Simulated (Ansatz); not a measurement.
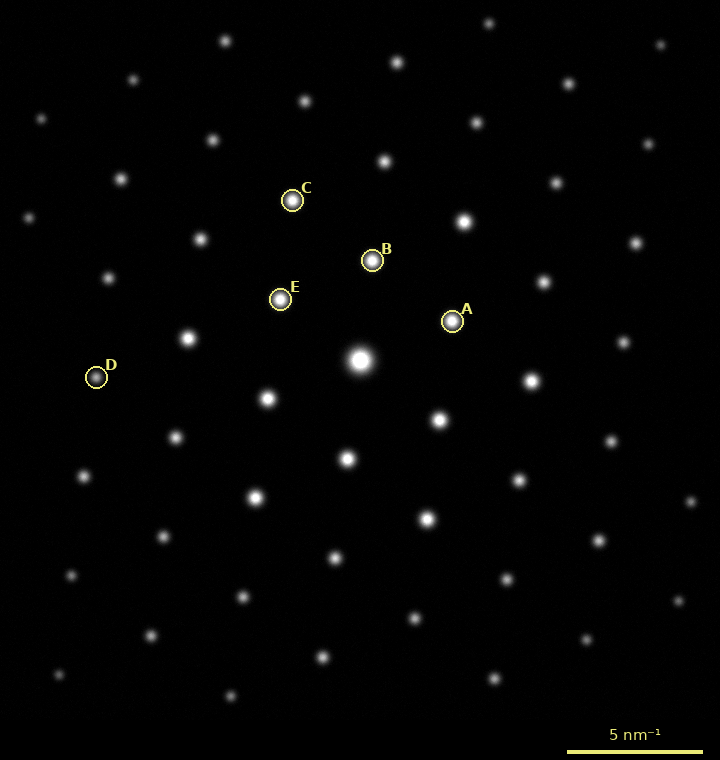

Simulated selected-area electron diffraction pattern (200 kV, kinematic approximation, thin crystal, B = 0.5 Å² for all atoms). The zone axis points towards the electron source and the pattern is seen from the source side.

Crystal: NaAg, space group P-6m2 (No. 187), a = 3.11 Å, c = 5.14 Å (hexagonal axes). Structure: the geometry relaxed with DFT PBE, scalar-relativistic, plane waves, PAW (Ansatz 0.2.0); the starting structure was generated, so it need not be a known form of this composition.

Spot A is indexed -1 0 0 and spot B 0 -1 0.

What are the indices of the remaining marked spots?

Answer. C = −A + 2B = 1 -2 0 (d = 1.553 Å). D = −3A + B = 3 -1 0 (d = 1.017 Å). E = −A + B = 1 -1 0 (d = 2.690 Å).

Find the zone axis.

Answer. The cross product of A and B is parallel to [001]; every spot obeys hu + kv + lw = 0.
